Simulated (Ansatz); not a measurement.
# CdSe, response to strain

Take CdSe in the zinc blende structure (space group F-43m, No. 216; a = 6.133 Å) as the base.

Strains are applied to the cell and any free atomic positions relax.

Computed with plane-wave PAW DFT at the r2SCAN level (Ansatz, a first-principles code, 500 eV), no spin-orbit coupling.

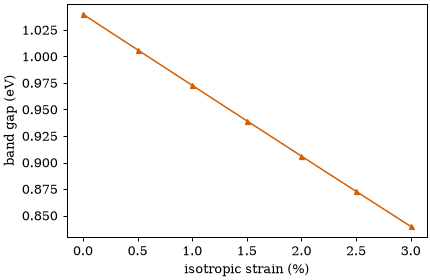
Figure: Band gap against isotropic strain

Problem. From the plot, what is the band gap for isotropic strain +2.50 %?

Solution. About 0.87 eV.

Problem. Is the trend monotonic over the range shown?

Solution. Yes, it falls throughout, spanning 0.84 eV to 1.04 eV.

Gaps are read on the SCF mesh and a high-symmetry path. No phonon test of stability was made.
